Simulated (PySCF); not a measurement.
## Electronic structure of C₃H₁₀GeN₂ (SMILES C=CN(C)[NH][GeH3]) in real space

Input file:

```
{"job": {"kind": "uv", "xc": "CAM-B3LYP", "basis": "def2-SVPD", "nstates": 8, "ntriplets": 3}, "charge": 0, "multiplicity": 1}
C      1.289230     1.722567     0.672906
C      1.255979     0.405207     0.832445
N      0.745537    -0.513580    -0.067875
C      0.308411    -1.788445     0.458201
N     -0.067698     0.011182    -1.081797
Ge    -1.815272     0.499533    -0.897791
H      1.775910     2.351119     1.394966
H      0.852545     2.200669    -0.186241
H      1.711571    -0.063534     1.694166
H      0.199189    -2.489277    -0.371572
H     -0.657695    -1.710246     0.978661
H      1.056633    -2.174200     1.147633
H      0.180558    -0.411042    -1.969589
H     -2.144449     1.109297    -2.218101
H     -1.907594     1.481634     0.220450
H     -2.790456    -0.621941    -0.617874
```

Launched as:

```sh
OMP_NUM_THREADS=1 python probes_run.py task.json out
```

Geometry: GFN2-xTB.

Theory: CAM-B3LYP/def2-SVPD, SCF density, gas phase in PySCF 2.14.0.

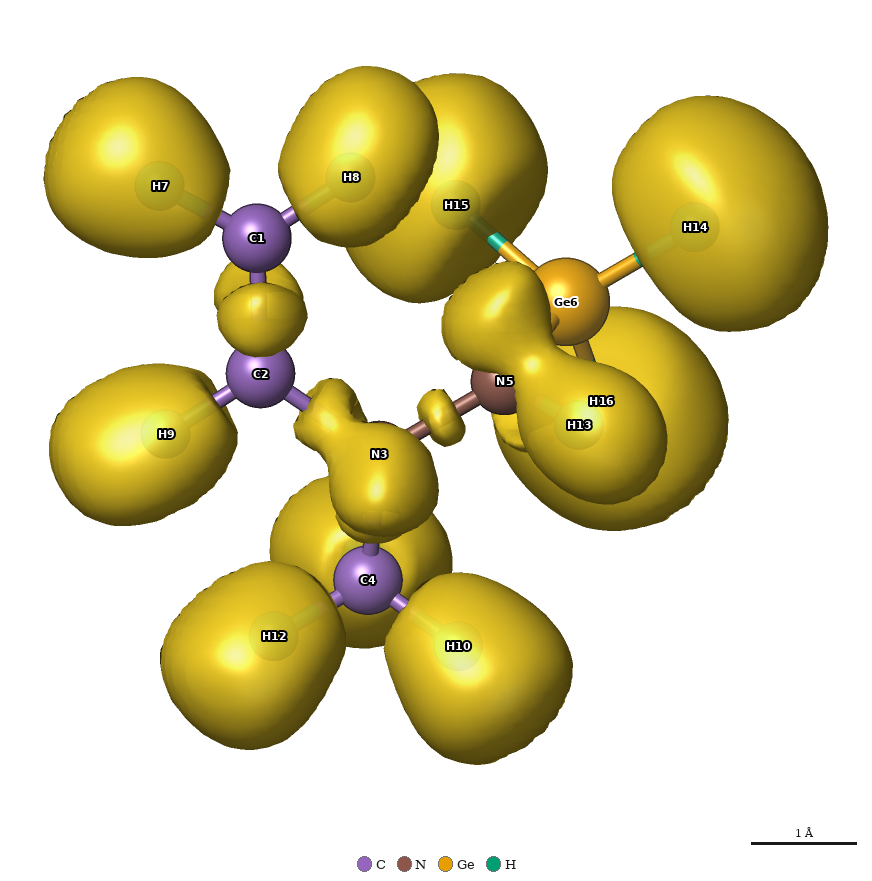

Figure 1. Isosurface of the electron localisation function at 0.8 (yellow), seen at a tilt. Only the valence region is drawn (cores and ρ < 0.01 e/Å³ removed).

**Identify the bonds, lone pairs and shells in this picture.**

The surface consists of one region between bonded C–C atoms (shared pairs), one region between bonded N–N atoms (shared pairs), ten regions around hydrogen nuclei and one region on N in which the atom's valence shell and bonds are merged. Along the contacts the grid gives the following. C–C (1.33 Å): the ELF peaks at about 0.95 between the atoms (a multiple bond). C–N (1.38 Å): the ELF peaks at about 0.95 between the atoms (a covalent bond).

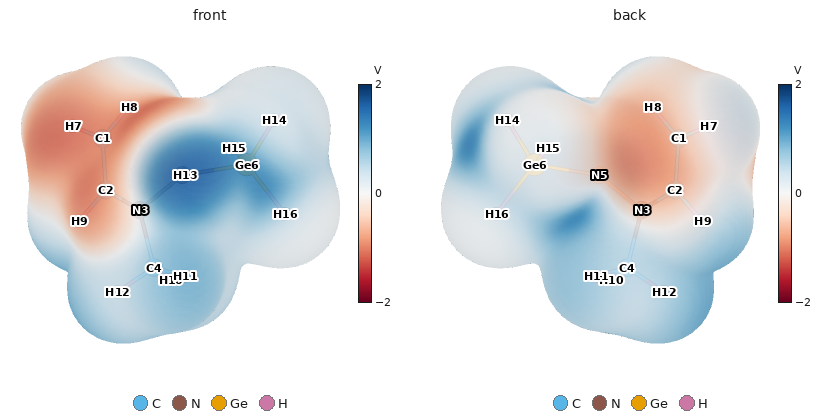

Figure 2. The electrostatic potential painted on the density surface at 0.002 e/bohr³, seen from the front and from behind; red is negative and blue positive.

**Describe the electrostatic potential map.**

The most negative region (about −1.1 V) lies over C1, C2 and N5, the most positive (about +1.6 V) over H13.

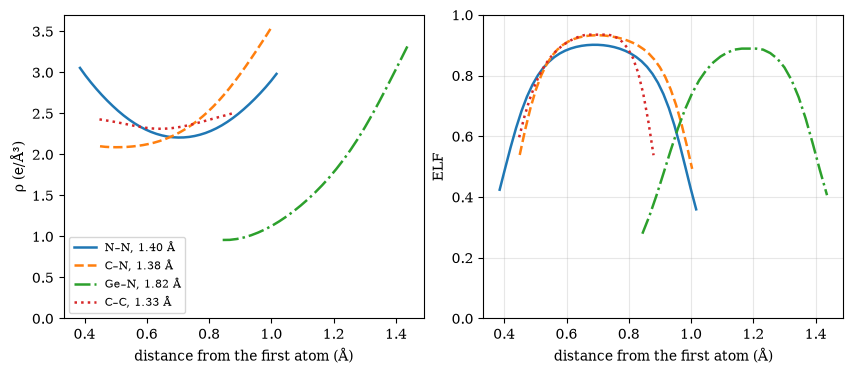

Figure 3. Total electron density and electron localisation function along straight lines between neighbouring atoms. The curves leave out the atomic cores.

**Compare the contacts.**

N–N (1.40 Å): ρ at the midpoint is about 2.2 e/Å³; the ELF peaks at about 0.90 between the atoms (localised, covalent bonding).
C–N (1.38 Å): the density is about 2.2 e/Å³ at the midpoint; the ELF peaks at about 0.95 between the atoms, as expected for localised, covalent bonding.
Ge–N (1.82 Å): the density is about 0.99 e/Å³ at the midpoint; the ELF peaks at about 0.90 in the valence shell of N, 0.7 Å from its nucleus, and is about 0.50 at the midpoint.
C–C (1.33 Å): ρ at the midpoint is about 2.3 e/Å³; the ELF peaks at about 0.95 between the atoms: a multiple bond.
